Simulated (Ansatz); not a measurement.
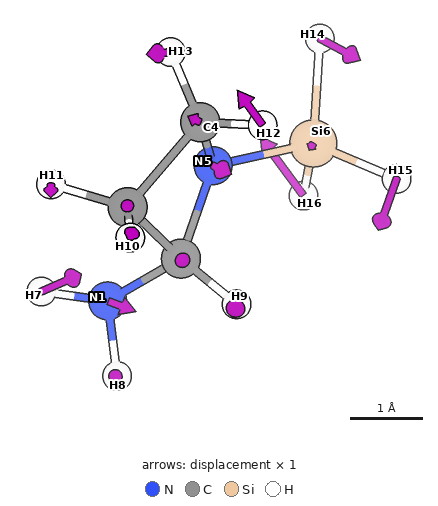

This is a relaxation of C$_{3}$H$_{10}$N$_{2}$Si. The starting structure is drawn; purple arrows show the displacements, at their true length. The two geometries are superimposed by the best rigid fit.

Style: ball-and-stick. Shown from a free direction.

The run prepares an end point of a later path (inversion) calculation, from a guessed geometry.

The calculation used RHF/def2-SVP in Ansatz 0.2.0. Settings: no spin polarisation; force threshold 0.015 eV/Å; at most 40 steps.

> Atoms of which element are displaced furthest, and by how much?

Hydrogen: up to 1.25 Å, against 0.44 Å for nitrogen.

> What happened in the run?

The atom that moves furthest after the best rigid fit is an H atom (1.25 Å). Largest moves by element: H 1.25 Å, N 0.44 Å, C 0.26 Å, Si 0.13 Å. Near-neighbour distances that change, for instance: C–N 1.556 → 1.458 Å, H–N 1.053 → 1.004 Å, C–H 1.050 → 1.094 Å, C–C 1.512 → 1.551 Å. Among the angles between lasting bonds that change: N–C–C 105.5° → 121.1°, C–N–Si 122.3° → 134.3°, N–C–H 117.2° → 106.9°. Groups turn about C–N by about 35°. After 24 accepted moves (27 points after the start) the energy has fallen by 114.2 kJ/mol. The largest force component goes from 4.7 to 0.014 eV/Å. The line search rejected the trial steps at points 10, 16, 17 of the run. The forces were under the threshold at step 14, but the run went on from there. Cost: 80 s on 2 threads of Arm Neoverse V1 (shared host), peak memory 0.37 GiB.
